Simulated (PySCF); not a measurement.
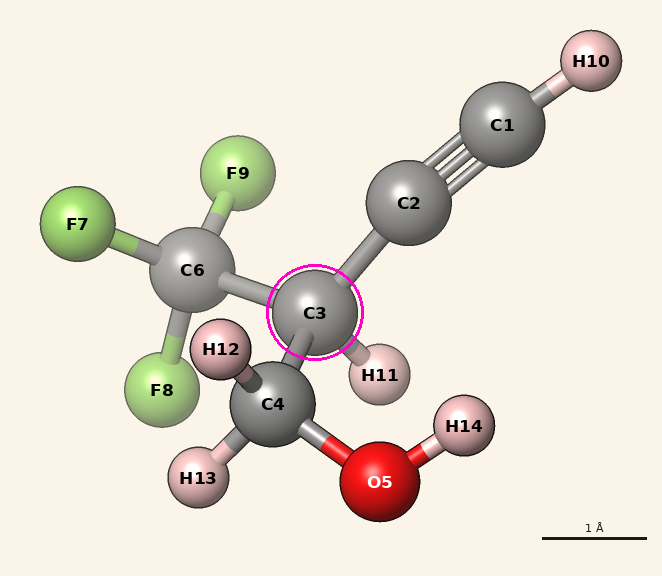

Orthographic view. Distant atoms are faded towards the background colour. Geometry: a frame of a GFN2-xTB molecular-dynamics simulation, not a minimum.

**Which atoms are bonded to the circled atom?**

The circled atom is C3; it is bonded to C2, C4, C6, H11.

**What is the shortest path along bonds from the circled atom to H14?**

C3–C4–O5–H14, 3 bonds; through space the two are 2.61 Å apart.

**Of C3 and C4, which is nearer the viewer?**

C4; the bond to C3 points away from the viewer, so it looks shorter than its 1.57 Å.
